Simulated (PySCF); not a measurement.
```xyz
12

B     0.0559    0.0621    0.0031
C     1.6252    0.0373   -0.0430
H     1.9829    0.1341    1.0001
H     2.0399    0.8992   -0.5876
H     2.0477   -0.8952   -0.4430
C    -0.7696    1.3980    0.0232
H    -0.8781    1.7230   -1.0295
H    -0.2361    2.2118    0.5377
H    -1.7827    1.2945    0.4360
N    -0.6504   -1.1799    0.0247
C    -1.2596   -2.2055    0.0488
S    -2.0597   -3.5621    0.0804
```

Geometry: PBE0-D3(BJ)/def2-SVP.

These are results of B3LYP/def2-SVPD, SCF density, gas phase (PySCF), not measurements.

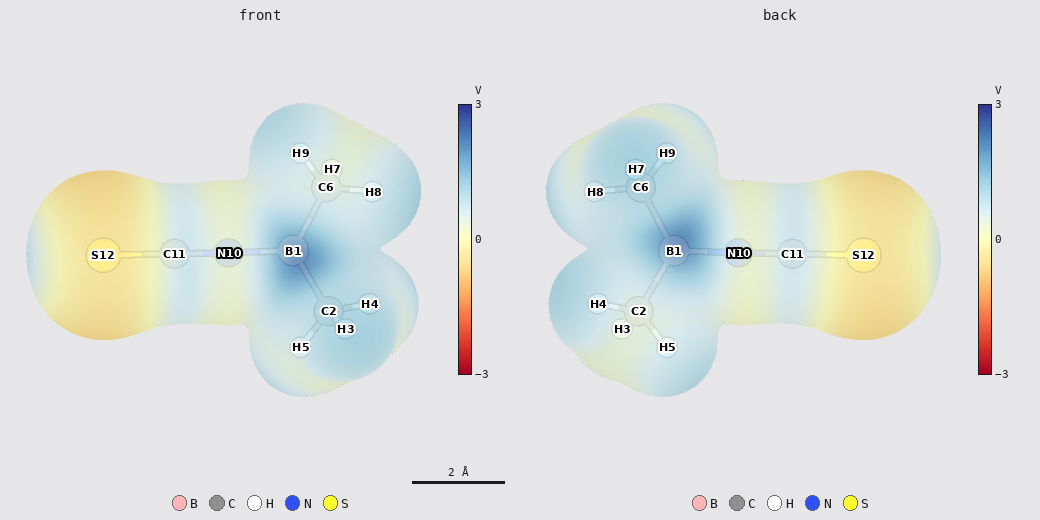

C₃H₆BNS (BMe2(NCS)). The molecular electrostatic potential painted on the density surface at 0.004 e/bohr³, seen from the front and from behind; red is negative and blue positive.

> Where is the surface potential most negative and most positive?

The most negative region (about −0.6 V) lies over S12, the most positive (about +2.0 V) over B1.

> How polar is the molecule by this calculation?

Its dipole moment is 2.27 D.
